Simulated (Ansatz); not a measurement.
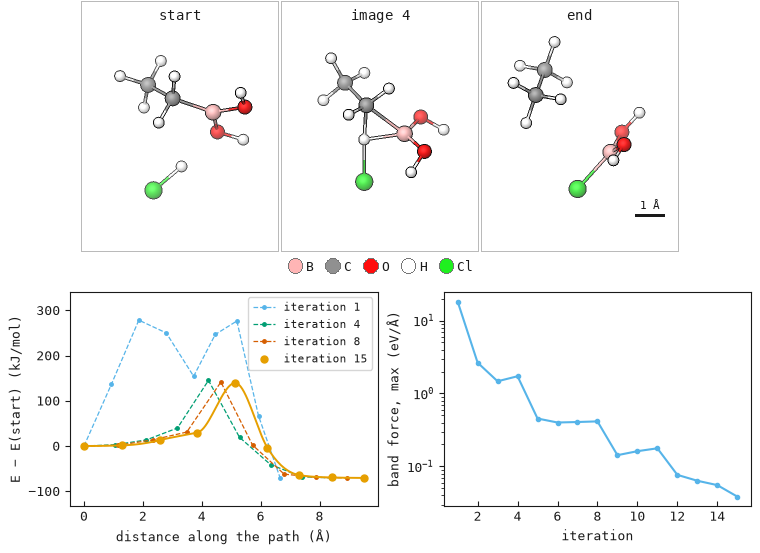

A nudged-elastic-band calculation for C$_{2}$H$_{8}$BClO$_{2}$. Images are numbered from 0 (start) to 8 (end). The plot follows the band through its iterations. Style: ball-and-stick. Shown at a tilt.

These are results of RKS PBE0-D4/def2-SVP in Ansatz 0.2.0, not measurements. Set-up: 7 movable images; climbing image; force threshold 0.05 eV/Å; iteration limit 60; starting path through a guess of the saddle point.

Q: How did the profile develop, and is the result final?

A: The result is final at these settings. The band converged in 15 iterations. The largest component of the band force went from 18 to 0.039 eV/Å. The climbing image converged on the top of the path. Its vibrational analysis gives one imaginary mode (780i cm⁻¹), as a transition state must have. The first iteration put the highest image at 278.2 kJ/mol. The energy climbs by 139.4 kJ/mol to image 4 and then falls by 210.0 kJ/mol, so the end point sits at −70.6 kJ/mol.

Cost: 6.6 min on 4 threads of Arm Neoverse N1, on a shared host, peak memory 0.33 GiB.
